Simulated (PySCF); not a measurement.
```tsv
atom	x (Å)	y (Å)	z (Å)
N	0.3255	1.1853	2.3928
C	0.8838	1.0591	1.3978
C	1.5356	0.8035	0.1554
O	0.8663	1.3332	-0.9864
C	-0.5489	1.2755	-0.9380
Si	-1.2974	-0.4463	-0.5665
N	-2.2152	-0.2677	0.8728
N	0.0797	-1.5307	-0.5093
Si	1.7033	-1.0922	-0.1532
H	2.5209	1.2792	0.1670
H	-0.9214	2.0092	-0.2105
H	-0.8577	1.6203	-1.9253
H	-2.1819	-0.9564	-1.6101
H	-2.7450	-1.0437	1.2346
H	-1.8459	0.2835	1.6343
H	-0.0988	-2.5030	-0.7003
H	2.2077	-1.7647	1.0478
H	2.5807	-1.2378	-1.3145
```

Geometry: GFN2-xTB.

Level of theory: PBE0/pcSseg-1, SCF density, gas phase, non-relativistic in PySCF.

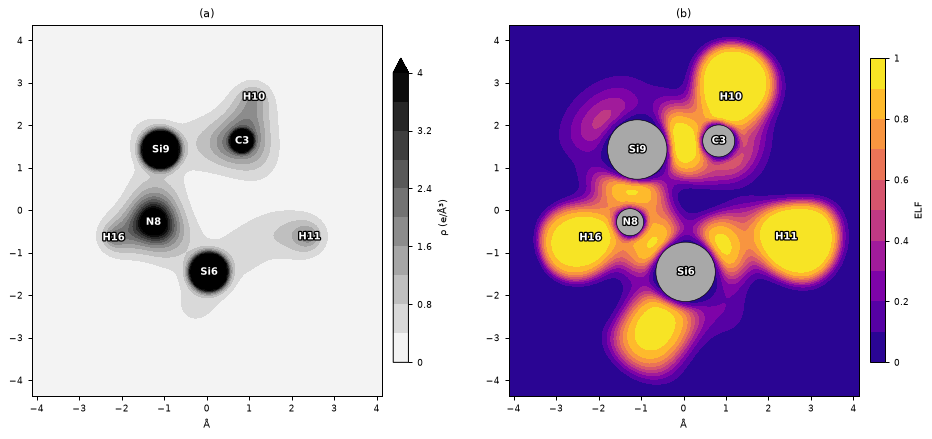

C3H9N3OSi2. (a) electron density; (b) electron localisation function on the plane of atoms Si9, N8 and H16. Grey discs cover the atomic cores in the ELF map.

Q: Describe what can be read from this map.

A:
- The plane passes through C, Si, N and H nuclei.
- Si–N (1.72 Å): the density is about 1.1 e/Å³ at the midpoint; the ELF peaks at about 0.90 between the atoms, as expected for a polar covalent bond.
- C–Si (1.93 Å): ρ at the midpoint is about 0.9 e/Å³; the ELF peaks at about 1 between the atoms; localised, covalent bonding.
- N–H (1.01 Å): the density is about 2.8 e/Å³ at the midpoint; the ELF climbs to about 1 towards the hydrogen, as it does in any bond to H (an ordinary covalent bond to hydrogen).
- C–H (1.09 Å): ρ at the midpoint is about 2 e/Å³; the ELF climbs to about 1 towards the hydrogen (an ordinary covalent bond to hydrogen).
